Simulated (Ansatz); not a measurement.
# Series on aqueous Mg2+ and triflate, by salt concentration

How do pressure, forces, levels, charges and cost change as salt is added?

Computed with Ansatz 0.2.0: Kohn-Sham DFT, PBEsol, PAW (set soft_2). Every run is a single point, with the atoms held where the recipe put them (cutoff of the plane-wave runs 420 eV, gaussian smearing of 0.025 eV).

First member: 49 H2O, 1 Mg2+, 2 triflate placed at random, at 1.19 g/cm³; overlaps pushed apart, then 10 ps at 420 K with divalent ions of Li, Roberts, Chakravorty and Merz (J. Chem. Theory Comput. 9, 2733 (2013)); MMFF94 bonds, angles, torsions, charges and radii (Halgren, J. Comput. Chem. 17, 490 (1996)) in harmonic and 12-6 forms; SPC/E water (Berendsen, Grigera and Straatsma, J. Phys. Chem. 91, 6269 (1987)). Snapshot after 20 ps at 280 K and fixed volume.

Last member: 32 H2O, 4 Mg2+, 8 triflate placed at random, at 1.69 g/cm³; overlaps pushed apart, then 10 ps at 420 K with divalent ions of Li, Roberts, Chakravorty and Merz (J. Chem. Theory Comput. 9, 2733 (2013)); MMFF94 bonds, angles, torsions, charges and radii (Halgren, J. Comput. Chem. 17, 490 (1996)) in harmonic and 12-6 forms; SPC/E water (Berendsen, Grigera and Straatsma, J. Phys. Chem. 91, 6269 (1987)). Snapshot after 20 ps at 280 K and fixed volume.

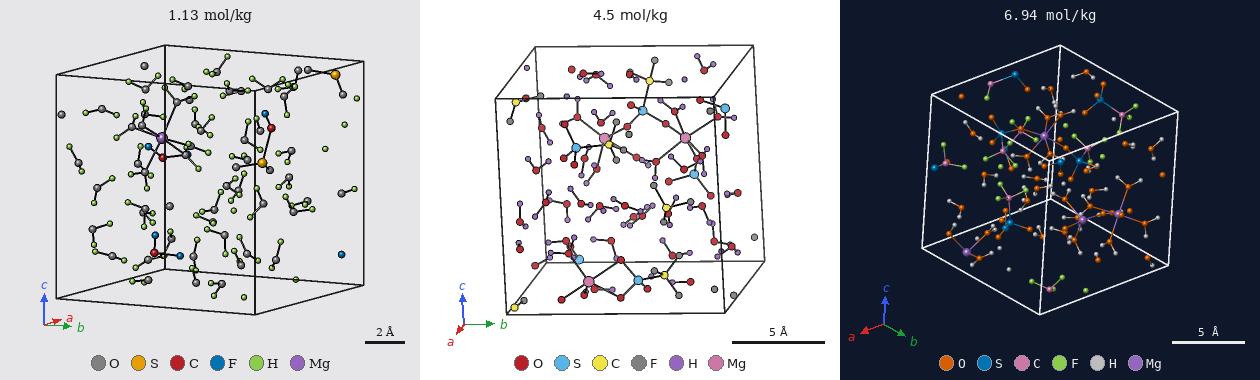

Three members of the series, labelled by salt concentration. Bonds to atoms that aren't drawn are left out. Some periodic images of atoms are drawn too.

The members:

```tsv
salt concentration (mol/kg)	reduced formula	atoms	valence electrons	k-mesh	basis	density (g/cm³)
1.13	MgH98C2S2O55F6	164	500	1×1×1	plane waves	1.19
2.58	Mg2H86C4S4O55F12	163	560	1×1×1	plane waves	1.37
4.5	Mg3H74C6S6O55F18	162	620	1×1×1	plane waves	1.54
6.94	MgH16C2S2O14F6	164	688	1×1×1	plane waves	1.69
```

Each cell is one sample from a classical run, so sample-to-sample scatter enters every column; pressures lack the kinetic term, and hold the strain of bonds inside molecules, whose lengths the classical model set.

The input of the first member, without its atom lines; other members have their own cell and atoms, and may differ in mesh, basis and outputs:

```yaml
crystal:
  lattice:
    - [11.90521, 0.0, 0.0]
    - [0.0, 11.90521, 0.0]
    - [0.0, 0.0, 11.90521]
  atoms:
    [... 164 lines ...]
kpoints:
  mp_grid: { grid: [1, 1, 1] }
hamiltonian:
  xc: pbesol
scf:
  occupations: { method: gaussian, width: 0.025 }
output:
  forces: true
  stress: true
  populations: intrinsic
  dos:
    method: { smearing: { sigma: 0.1 } }
    de: 0.1
    projected: { site_lists: { C: [C], F: [F], H: [H], Mg: [Mg], O: [O] } }
  eigenvalues: true
  write_density: true
  write_potential: true
  volumetric_format: npy
```

Q: What do these runs give, and what do they cost?

Results; charges are mean intrinsic-atomic-orbital charges in e:

```tsv
salt concentration (mol/kg)	pressure (GPa)	r.m.s. force (eV/Å)	gap (eV)	q(O)	q(S)	q(C)
1.13	-1.89	0.672	4.10	-0.78	+2.26	+0.56
2.58	-1.38	0.699	4.48	-0.80	+2.21	+0.58
4.5	-1.09	0.920	4.17	-0.82	+2.22	+0.57
6.94	0.144	0.863	4.26	-0.84	+2.22	+0.57
```

The gap is that between the highest filled and lowest empty Kohn-Sham level on the run's k-points, and semilocal functionals tend to put gaps under measured ones. Each mean runs over all atoms of an element, whatever their surroundings.

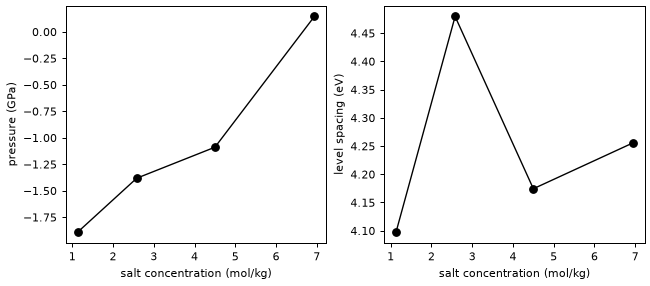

Results against salt concentration.

Cost on 8 threads of Arm Neoverse V2, shared host:

```tsv
salt concentration (mol/kg)	atoms	basis	k-mesh	SCF cycles	time	host memory (GiB)	Δ force from the first basis (meV/Å)
1.13	164	plane waves	1×1×1	10	15 s	2.3	-
1.13	164	support functions	1×1×1	14	70 s	5.0	12
2.58	163	plane waves	1×1×1	10	18 s	2.4	-
2.58	163	support functions	1×1×1	15	84 s	5.2	12
4.5	162	plane waves	1×1×1	11	20 s	2.6	-
4.5	162	support functions	1×1×1	16	81 s	5.3	11
6.94	164	plane waves	1×1×1	10	24 s	2.8	-
6.94	164	support functions	1×1×1	16	98 s	5.5	10
```

The force difference holds the basis error of the plane-wave run too, whose cutoff is lower than the one behind the functions' grid. Times include the outputs that each run asked for, on hosts shared with other jobs.

What the series shows: The gap is lowest at 1.13 mol/kg (4.1 eV) and highest at 2.58 mol/kg (4.48 eV), with no steady trend; in single samples it varies with the configuration. The pressure goes steadily from -1.9 GPa at 1.13 to 0.14 GPa at 6.94 mol/kg; the recipes set unlike densities, and the bond lengths of the classical model enter the pressure too. Support functions take 4.0 to 4.7 times the wall time of plane waves (the times hold unlike extra outputs; shared hosts, so rough). The r.m.s. force is lowest at 1.13 mol/kg (0.67 eV/Å) and highest at 4.5 mol/kg (0.92 eV/Å).

Caveats: The network of contacts between molecules at the start is that of the classical potential that made the cell, and needn't be the one that DFT or experiment would give. For 2 of the 4 members: the concentration wasn't checked against solubility and may exceed it. The functional has no dispersion term, which matters between molecules.

[Logs are printed without paths, hosts, clocks, repeated set-up lines and the standing remarks that a program may print on its own settings, such as how far it seeks lower states.]

[Hosts, paths, dates, database ids (printed as entryN), source tags and the programs' standing remarks are cut or masked in the printed files.]

[The MMFF94 radii named for the starting cell were scaled by 0.96; in molecules described by MMFF94, hydrogen bound to N, O or S took a small fixed 12-6 site in their place.]
